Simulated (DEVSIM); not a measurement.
System: Si p-n junction from an implanted or diffused profile, at 300 K.

| layer (left to right) | material | thickness (μm) | Nd (cm⁻³) | τn (s) | τp (s) |
|---|---|---|---|---|---|
| 1 | Si | 4.90 | 4.8e15 | 7.5e-5 | 7.5e-5 |

Added acceptor profile: 4.2e18 cm⁻³ × exp(−(x − 0.13 μm)²/(2·(0.2 μm)²)). Left contact: ohmic. Right contact: ohmic. Voltage is applied to the left contact. Recombination: SRH at mid-gap, Auger. Mobility is μmin + (μ − μmin)/(1 + (N/Nref)^α).

Constants are typed, rounded textbook-type inputs, not results; the design itself was drawn at random and stands for no fabricated device. Values at 300 K.

```csv
parameter,Si
gap (eV),1.124
affinity (eV),4.05
permittivity,11.7
Nc (cm⁻³),2.86e19
Nv (cm⁻³),3.1e19
μn (cm²/Vs),1417
μp (cm²/Vs),470
"μn,min",52
"μp,min",45
"Nref,n",9.7e16
"Nref,p",2.2e17
αn,0.68
αp,0.72
Cn (cm⁶/s),2.8e-31
Cp (cm⁶/s),9.9e-32
```

Simulated with DEVSIM: 1D drift-diffusion, Boltzmann statistics, complete ionisation; no tunnelling, impact ionisation, image-force lowering or self-heating.

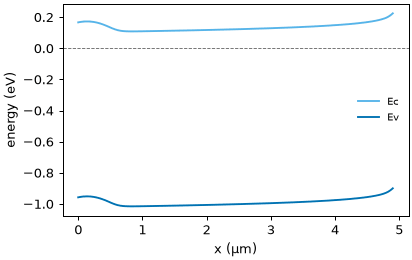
*Band edges at 0.9 V on the left contact*

Energies count from the Fermi level of the right contact; mesh points crowd at the junctions.

```tsv
x (μm)	Ec (eV)	Ev (eV)	n (cm⁻³)	p (cm⁻³)	field (V/cm)
0.000	0.167	-0.957	< 1e2	3.4e18	880
0.01815	0.168	-0.956	1.1e15	3.6e18	770
0.04011	0.170	-0.954	2.4e15	3.8e18	630
0.07034	0.171	-0.953	4.1e15	4.0e18	430
0.1242	0.173	-0.951	7.4e15	4.2e18	82
0.1759	0.172	-0.952	1.1e16	4.1e18	-250
0.2470	0.169	-0.955	1.8e16	3.6e18	-700
0.3738	0.155	-0.969	4.0e16	2.0e18	-1400
0.4860	0.136	-0.988	8.9e16	9.5e17	-1800
0.6140	0.117	-1.007	2.0e17	4.2e17	-1000
0.7300	0.110	-1.014	2.6e17	3.0e17	-250
0.8980	0.109	-1.015	2.7e17	2.6e17	46
1.026	0.110	-1.014	2.6e17	2.5e17	70
1.228	0.111	-1.013	2.5e17	2.4e17	75
2.091	0.119	-1.005	1.9e17	1.9e17	97
3.338	0.135	-0.989	1.1e17	1.1e17	170
4.093	0.152	-0.972	6.2e16	5.7e16	310
4.471	0.167	-0.957	3.6e16	3.2e16	540
4.730	0.187	-0.937	1.8e16	1.4e16	1200
4.823	0.202	-0.922	1.1e16	7.1e15	2200
4.869	0.214	-0.910	6.9e15	3.4e15	3200
4.900	0.225	-0.899	4.8e15	24000	3600
```
